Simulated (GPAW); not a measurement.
# H-GaAs-Cl chair monolayer: work function by functional and basis, part 2 of 2

How far do functional and basis move the work function of H-GaAs-Cl chair monolayer? Where a layer proves gapped, the work function hangs on where the smearing puts the Fermi level, and the band edges take its place.

GPAW 26.7.0; GPAW, PAW setups; layer in a repeated cell with vacuum, relaxation of atoms and in-plane cell (the session's first sound run).

So far, upper work function (eV): step 3 (the slab's potential, PBE, GPAW) 4.98; step 4 (revPBE) 4.90; step 5 (LDA) 5.14; step 6 (GPAW, PAW setups) 5.22.

## 7. Self-consistent run: xc = "RPBE"

Level of this step: GPAW, PAW setups; slab in vacuum (GPAW).

The same geometry under RPBE, to see how far the functional moves the levels against the vacuum.

Input file run.py:

```python
import json
import numpy as np
from ase import Atoms
from gpaw import GPAW, PW

slab = Atoms(
    ['Cl', 'As', 'Ga', 'H'],
    positions=[
        [2.06317, 1.19117, 8.00000],
        [2.06317, 1.19117, 10.19261],
        [-0.00000, 2.38234, 10.96884],
        [-0.00000, 2.38234, 12.57093]],
    cell=[[4.12633, -0.0, 0.0], [-2.06317, 3.57351, 0.0], [0.0, 0.0, 20.5709]],
    pbc=[True, True, False])

slab.calc = GPAW(mode=PW(500), xc='RPBE', kpts={'size': (9, 9, 1), 'gamma': True},
                 occupations={'name': 'fermi-dirac', 'width': 0.05}, nbands='200%',
                 convergence={'density': 1e-05}, maxiter=200,
                 poissonsolver={'dipolelayer': 'xy'},
                 symmetry={'tolerance': 1e-3}, txt='slab.txt')
result = {}
energy = slab.get_potential_energy()
fermi = slab.calc.get_fermi_level()
v = slab.calc.get_electrostatic_potential().mean((0, 1)) - fermi
n = slab.calc.get_pseudo_density().mean((0, 1))
L = slab.cell[2, 2]
z = np.arange(len(v)) * L / len(v)
low, high = slab.positions[:, 2].min(), slab.positions[:, 2].max()
below, above = np.interp([low - 5.8, high + 5.8], z, v)
slopes = [np.interp(x, z, np.gradient(v, z)) for x in (low - 5.8, high + 5.8)]
eps = np.array([[slab.calc.get_eigenvalues(k, s) for k in range(len(slab.calc.get_ibz_k_points()))]
                for s in range(slab.calc.get_number_of_spins())]) - fermi
top, bottom = eps[eps < 0].max(), eps[eps > 0].min()
dipole = slab.get_dipole_moment()[2]
print(f'energy {energy:.4f} eV, Fermi level {fermi:.4f} eV, dipole {dipole:.5f} e A')
print(f'potential 5.8 A off the faces, from the Fermi level: lower {below:.4f} eV, upper {above:.4f} eV')
print(f'slope of the potential there: lower {slopes[0]:.5f}, upper {slopes[1]:.5f} eV/A')
print(f'nearest levels on the mesh: {top:.4f} and {bottom:.4f} eV')
print('magnetic moment', round(slab.get_magnetic_moment(), 3))
result.update(energy=energy, fermi=fermi, dipole=dipole, below=below, above=above, slopes=slopes, edges=[top, bottom],
              z=z.tolist(), v=v.tolist(), n=n.tolist(), positions=slab.positions.tolist(),
              forces=slab.get_forces(apply_constraint=False).tolist(), moments=slab.get_magnetic_moments().tolist())
json.dump(result, open('result.json', 'w'))
```

Launch:

```
$ OMP_NUM_THREADS=1 OPENBLAS_NUM_THREADS=1 python run.py
```

Log:

```text
energy -12.6747 eV, Fermi level -2.9035 eV, dipole 0.04561 e A
potential 5.8 A off the faces, from the Fermi level: lower 5.4739 eV, upper 4.9109 eV
slope of the potential there: lower -0.00007, upper -0.00002 eV/A
nearest levels on the mesh: -0.6737 and 0.6330 eV
magnetic moment 0.0
```

Elapsed: 35 s, on 1 thread of Arm Neoverse V1, shared host; peak memory 0.27 GiB.

This step gave:

* dipole along the normal: 0.04561 e·Å
* levels nearest the Fermi level on the mesh: -0.6737, 0.6330 eV from the Fermi level
* upper work function: 4.911 eV
* lower work function: 5.474 eV
* upper ionisation energy: 5.585 eV

Electrostatic potential energy of an electron (without an applied field's), less the Fermi level, planar mean against z:

```tsv
z (Å)	electrostatic potential energy of an electron (without an applied field's), less the Fermi level, planar mean (eV)
0	5.19
2	5.47
4	5.47
6	5.45
8	-8.11
10	-9.85
12	2.24
14	4.87
16	4.91
18	4.91
20	4.91
```

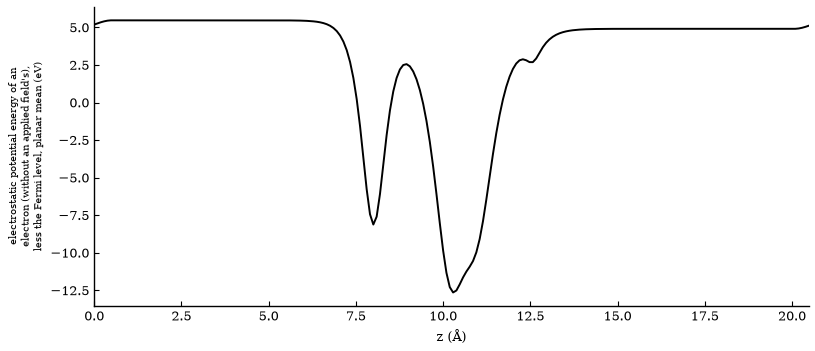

Electrostatic potential energy of an electron (without an applied field's), less the Fermi level, planar mean, plotted against z.

The highest filled level lies 0.674 eV under the Fermi level, so the ionisation energy from the upper face is 4.911 + 0.674 = 5.585 eV, against 5.603 eV in the base run.

## 8. Self-consistent run: xc = "vdW-DF2"

The same geometry under vdW-DF2, to see how far the functional moves the levels against the vacuum (the van der Waals functionals take revPBE setups).

run.py, as its differences from that of step 7:

```diff
@@ -15,3 +15,3 @@
 
-slab.calc = GPAW(mode=PW(500), xc='RPBE', kpts={'size': (9, 9, 1), 'gamma': True},
+slab.calc = GPAW(mode=PW(500), xc='vdW-DF2', kpts={'size': (9, 9, 1), 'gamma': True},
                  occupations={'name': 'fermi-dirac', 'width': 0.05}, nbands='200%',
```

Log:

```text
energy -167.9530 eV, Fermi level -3.3809 eV, dipole 0.04255 e A
potential 5.8 A off the faces, from the Fermi level: lower 6.0047 eV, upper 5.4792 eV
slope of the potential there: lower -0.00007, upper -0.00001 eV/A
nearest levels on the mesh: -0.5509 and 0.5102 eV
magnetic moment 0.0
```

It took 62 s on 1 thread; peak memory 0.58 GiB.

Numbers from this step:

```
dipole along the normal                    : 0.04255 e·Å
levels nearest the Fermi level on the mesh : -0.5509, 0.5102 eV from the Fermi level
upper work function                        : 5.479 eV
lower work function                        : 6.005 eV
upper ionisation energy                    : 6.030 eV
```

The electrostatic potential energy of an electron (without an applied field's), less the Fermi level, planar mean by z:

```tsv
z (Å)	electrostatic potential energy of an electron (without an applied field's), less the Fermi level, planar mean (eV)
0	5.74
2	6.00
4	6.00
6	5.98
8	-7.69
10	-9.63
12	2.53
14	5.43
16	5.48
18	5.48
20	5.48
```

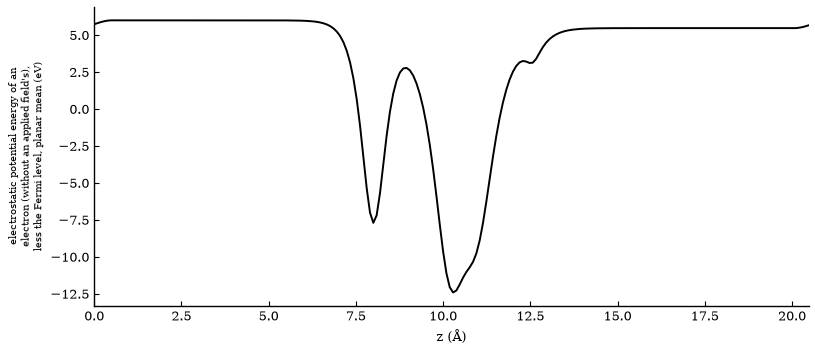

Electrostatic potential energy of an electron (without an applied field's), less the Fermi level, planar mean against z.

The highest filled level lies 0.551 eV under the Fermi level, so the ionisation energy from the upper face is 5.479 + 0.551 = 6.030 eV, against 5.603 eV in the base run.

## 9. Real-space grid: mode = "fd"

A real-space grid is a second complete basis, so it checks the plane-wave result.

run.py, as its differences from that of step 8:

```diff
@@ -3,3 +3,3 @@
 from ase import Atoms
-from gpaw import GPAW, PW
+from gpaw import GPAW
 
@@ -15,3 +15,3 @@
 
-slab.calc = GPAW(mode=PW(500), xc='vdW-DF2', kpts={'size': (9, 9, 1), 'gamma': True},
+slab.calc = GPAW(mode='fd', h=0.18, xc='PBE', kpts={'size': (9, 9, 1), 'gamma': True},
                  occupations={'name': 'fermi-dirac', 'width': 0.05}, nbands='200%',
```

Log:

```text
energy -13.4256 eV, Fermi level -5.2818 eV, dipole 0.04843 e A
potential 5.8 A off the faces, from the Fermi level: lower 5.5789 eV, upper 4.9847 eV
slope of the potential there: lower -0.00000, upper -0.00000 eV/A
nearest levels on the mesh: -0.6212 and 0.5808 eV
magnetic moment 0.0
```

The job ended after 69 s (1 thread; peak memory 0.42 GiB).

Numbers from this step:

```
dipole along the normal                    : 0.04843 e·Å
levels nearest the Fermi level on the mesh : -0.6212, 0.5808 eV from the Fermi level
upper work function                        : 4.985 eV
lower work function                        : 5.579 eV
upper ionisation energy                    : 5.606 eV
```

Table of electrostatic potential energy of an electron (without an applied field's), less the Fermi level, planar mean by z:

```tsv
z (Å)	electrostatic potential energy of an electron (without an applied field's), less the Fermi level, planar mean (eV)
0	5.28
1	5.58
2	5.58
3	5.58
4	5.58
5	5.58
6	5.56
7	4.73
8	-7.90
9	2.65
10	-9.67
11	-9.40
12	2.37
13	4.18
14	4.95
15	4.98
16	4.98
17	4.98
18	4.98
19	4.98
20	4.98
```

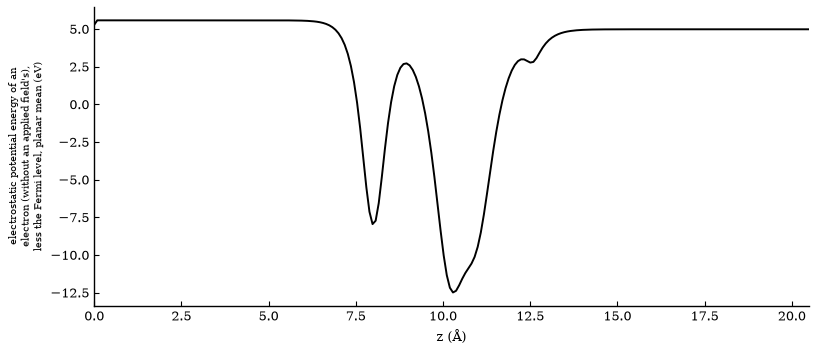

Electrostatic potential energy of an electron (without an applied field's), less the Fermi level, planar mean against z.

The highest filled level lies 0.621 eV under the Fermi level, so the ionisation energy from the upper face is 4.985 + 0.621 = 5.606 eV, against 5.603 eV in the base run.

## 10. Atomic orbitals: mode = "lcao"

Atom-centred orbitals end a few angstrom from the surface, which tests how much the density's tail matters.

run.py, as its differences from that of step 9:

```diff
@@ -15,4 +15,4 @@
 
-slab.calc = GPAW(mode='fd', h=0.18, xc='PBE', kpts={'size': (9, 9, 1), 'gamma': True},
-                 occupations={'name': 'fermi-dirac', 'width': 0.05}, nbands='200%',
+slab.calc = GPAW(mode='lcao', basis='dzp', h=0.18, xc='PBE', kpts={'size': (9, 9, 1), 'gamma': True},
+                 occupations={'name': 'fermi-dirac', 'width': 0.05}, nbands='120%',
                  convergence={'density': 1e-05}, maxiter=200,
```

Log:

```text
energy -12.7043 eV, Fermi level -5.0687 eV, dipole 0.03233 e A
potential 5.8 A off the faces, from the Fermi level: lower 5.2671 eV, upper 4.8704 eV
slope of the potential there: lower -0.00000, upper -0.00000 eV/A
nearest levels on the mesh: -0.6121 and 0.5712 eV
magnetic moment 0.0
```

It took 29 s on 1 thread; peak memory 0.28 GiB.

Numbers from this step:

```
dipole along the normal                    : 0.03233 e·Å
levels nearest the Fermi level on the mesh : -0.6121, 0.5712 eV from the Fermi level
upper work function                        : 4.870 eV
lower work function                        : 5.267 eV
upper ionisation energy                    : 5.482 eV
```

Table of electrostatic potential energy of an electron (without an applied field's), less the Fermi level, planar mean by z:

```tsv
z (Å)	electrostatic potential energy of an electron (without an applied field's), less the Fermi level, planar mean (eV)
0	5.07
1	5.27
2	5.27
3	5.27
4	5.27
5	5.27
6	5.26
7	4.58
8	-7.79
9	2.58
10	-9.72
11	-9.50
12	2.37
13	4.16
14	4.85
15	4.87
16	4.87
17	4.87
18	4.87
19	4.87
20	4.87
```

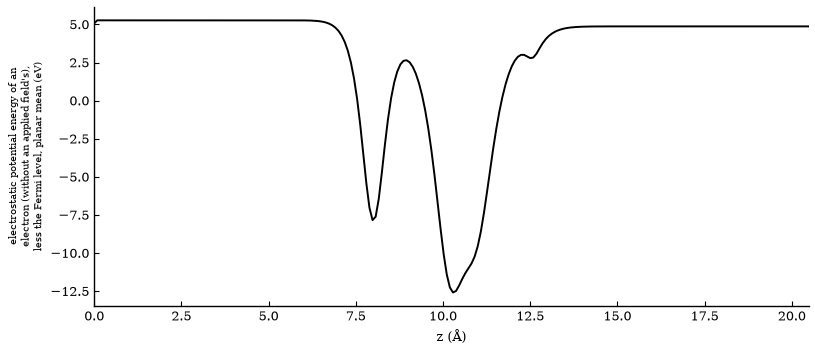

Electrostatic potential energy of an electron (without an applied field's), less the Fermi level, planar mean, plotted against z.

The highest filled level lies 0.612 eV under the Fermi level, so the ionisation energy from the upper face is 4.870 + 0.612 = 5.482 eV, against 5.603 eV in the base run.

## 11. The ladder

Times are for 1 thread of Arm Neoverse V1, shared host. The series side by side:

```tsv
no.	run	upper ionisation energy (eV)	time	memory (GiB)
1	pw	5.603	34 s	0.27
2	revPBE	5.566	34 s	0.27
3	LDA	5.672	34 s	0.25
4	optPBE vdW	5.842	58 s	0.58
5	RPBE	5.585	35 s	0.27
6	vdW DF2	6.030	62 s	0.58
7	fd	5.606	69 s	0.42
8	lcao	5.482	29 s	0.28
```

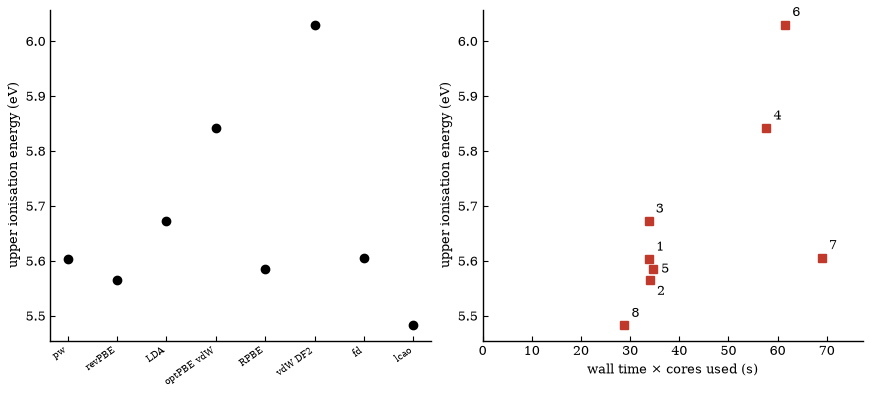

The series as plots; the last panel sets the first result against cost, with the runs numbered as in the table.

## 12. Side by side

Results and costs are gathered.

This step: comparison of work functions, dipole and cost (GPAW 26.7.0).

Ladder, by row:

```tsv
step	code	work function, upper (eV)	work function, lower (eV)	dipole (e Å)	wall time (s)	peak memory (GiB)	threads
pw	GPAW	4.982	5.581	0.04854	33.89	0.27	1
revPBE	GPAW	4.903	5.47	0.04595	34.06	0.27	1
LDA	GPAW	5.143	5.856	0.05779	33.8	0.25	1
optPBE-vdW	GPAW	5.221	5.78	0.04527	57.75	0.58	1
RPBE	GPAW	4.911	5.474	0.04561	34.62	0.27	1
vdW-DF2	GPAW	5.479	6.005	0.04255	61.57	0.58	1
fd	GPAW	4.985	5.579	0.04843	69.03	0.42	1
lcao	GPAW	4.87	5.267	0.03233	28.85	0.28	1
```

## 13. What came out

```
work function, upper and lower face (Fermi level placed in the gap by the smearing) : 4.982 and 5.581 eV
ionisation energy from the upper face (highest filled level on the mesh)            : 5.60 eV
electron affinity from the upper face (lowest empty Kohn-Sham level on the mesh)    : 4.40 eV
dipole along the normal                                                             : 0.0485 e Å
```

With plane waves and PBE the ionisation energy from the upper face is 5.60 eV and the Kohn-Sham electron affinity 4.40 eV. The two faces differ by 0.60 eV, the step that the slab's dipole makes (e p/(ε0 A) gives 0.60 eV), so the dipole layer is needed. The levels nearest the Fermi level on the mesh lie 1.20 eV apart, so the slab is gapped there: the smearing puts the Fermi level inside the gap, and from either face the ionisation energy is the work function plus 0.62 eV. Both are Kohn-Sham levels on the mesh, and semilocal gaps are too small, so the affinity tends to come out too large and the ionisation energy too small. Work functions of a gapped slab move with the place of the Fermi level in the gap; over the runs without a planted fault the highest filled level on the mesh lies 5.48 (lcao) to 6.03 eV (vdW-DF2) under the upper vacuum level. The starting lattice was a guess from atomic radii; the relaxation moved it by 4 %. The relaxation of atoms and cell ran in a fully periodic cell without the dipole layer, so the atoms of this polar layer felt a small spurious field. The layer's cell and atoms come from the relaxation; spin-orbit coupling and temperature are left out.

[Logs are printed without paths, hosts, clocks, repeated set-up lines and the standing remarks that a program may print on its own settings, such as how far it seeks lower states.]

[Hosts, paths, dates, database ids (printed as entryN), source tags and the programs' standing remarks are cut or masked in the printed files.]
